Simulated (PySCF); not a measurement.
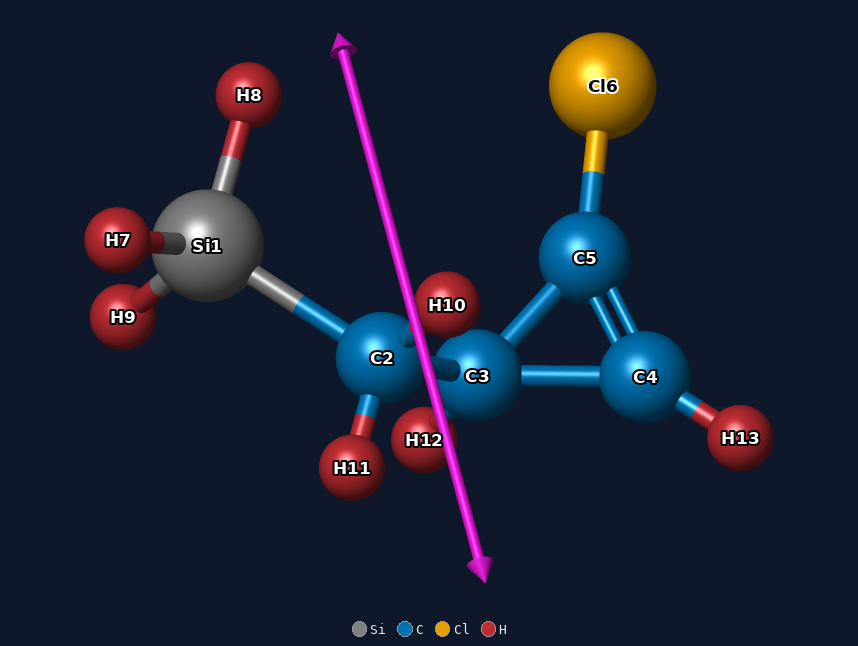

The double arrow shows the direction of the transition dipole to excited singlet state 1 (its length means nothing). The geometry was computed by an optimisation with GFN2-xTB. No frequency run is at hand to confirm it as a minimum. Properties computed with TDDFT CAM-B3LYP/def2-SVPD, vertical, gas phase, core orbitals frozen in the response (PySCF 2.14.0).

**Give its energy, strength and character.**

6.13 eV (202 nm), oscillator strength 0.053, mainly HOMO → LUMO (weight 0.69); transition dipole 1.51 D.

The geometry is semi-empirical. Around Si such bond lengths and angles can be off by a tenth of an ångström or more and by several degrees, and values that hang on the shape move with them.
